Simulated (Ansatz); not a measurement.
## Electronic structure of F2GeH4Si in real space

The calculation's input:

```
crystal:
  periodic: [false, false, false]
  atoms:
    - {symbol: Ge, position_ang: [-0.842577, -0.110299, 0.749250]}
    - {symbol: Si, position_ang: [0.639210, 0.563721, -1.065094]}
    - {symbol: H, position_ang: [0.721919, -0.769125, 0.045162]}
    - {symbol: F, position_ang: [2.110842, 1.077263, -0.691700]}
    - {symbol: F, position_ang: [0.843555, -0.366301, -2.354903]}
    - {symbol: H, position_ang: [-1.086084, -1.575786, 1.173172]}
    - {symbol: H, position_ang: [-2.214654, 0.448972, 0.308603]}
    - {symbol: H, position_ang: [-0.172211, 0.731555, 1.835410]}
basis:
  gaussian: {orbitals: def2-TZVPP}
hamiltonian: {xc: pbe0, dispersion: d4}
output: {orbitals: {seedname: orbitals}}
```

Command:

```sh
ansatz run in.yaml --threads 4 --pin off --events-out ev --progress --plain --max-ram 9574MiB
```

A transition-state structure; geometry: PBE0-D4/def2-TZVP.

All numbers below come from Ansatz, RKS PBE0-D4/def2-TZVPP.

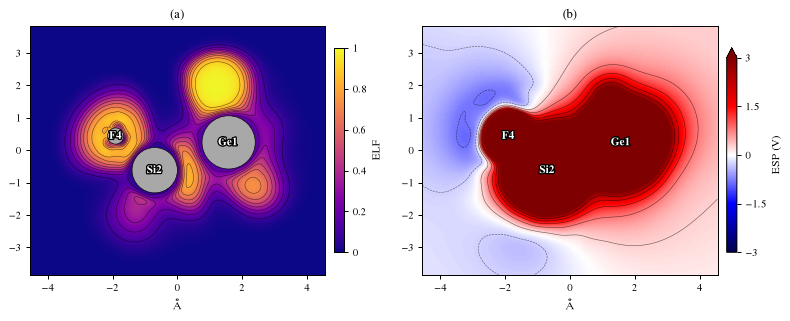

Figure 1. (a) electron localisation function; (b) electrostatic potential on the plane of atoms Ge1, Si2 and F4. Grey discs cover the atomic cores in the ELF map.

Q: What do the fields say about this system?

A:
- The plane passes through Ge, Si and F nuclei.
- Si–F (1.60 Å): the ELF peaks at about 0.85 in the valence shell of F, 0.6 Å from its nucleus, and is about 0.50 at the midpoint.
- Si–Ge (2.44 Å): the ELF peaks at about 0.75 between the atoms: a covalent bond.
- The ELF also peaks beside F4, away from the bonds: lone-pair regions.
- Outside the dense part of the molecule the potential is most negative (−0.9 V) near F4.

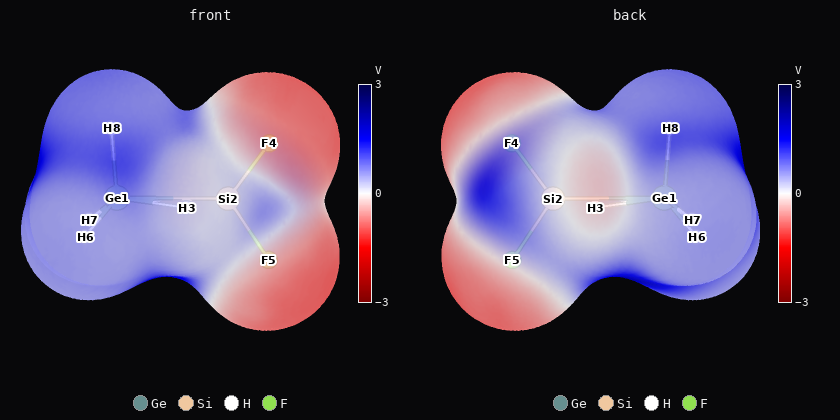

Figure 2. The molecular electrostatic potential painted on the density surface at 0.002 e/bohr³, seen from the front and from behind; the colour scale runs from red (negative) to blue (positive).

Q: Where is the surface potential most negative and most positive?

A: The most negative region (about −0.9 V) lies over F4 and F5, the most positive (about +2.0 V) over Ge1.

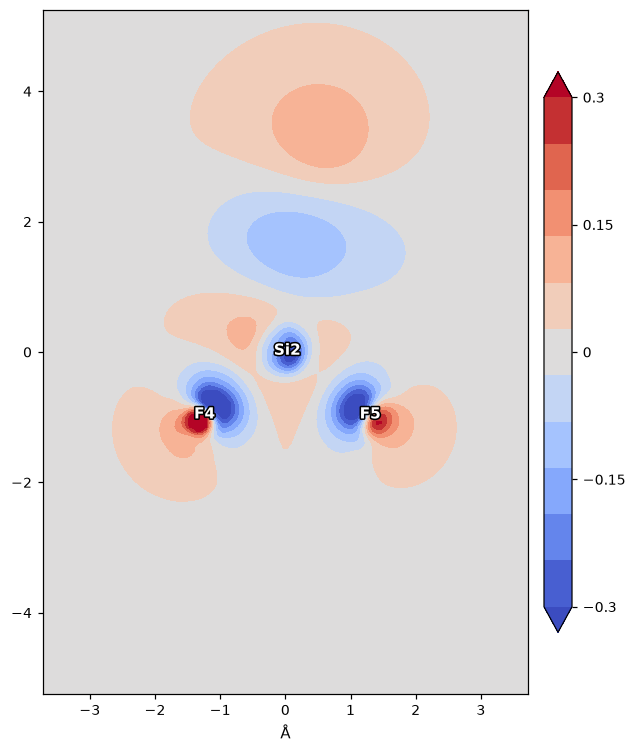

Figure 3. One frontier orbital on the plane of atoms F4, Si2 and F5 (values in Å⁻³ᐟ²; the overall sign is arbitrary).

Q: Which orbital is it: HOMO or LUMO?

A: The LUMO, at −2.25 eV. It lies mainly on Si2 (about 35 %), Ge1 (about 35 %), H3 (about 10 %) and H7 (about 5 %).
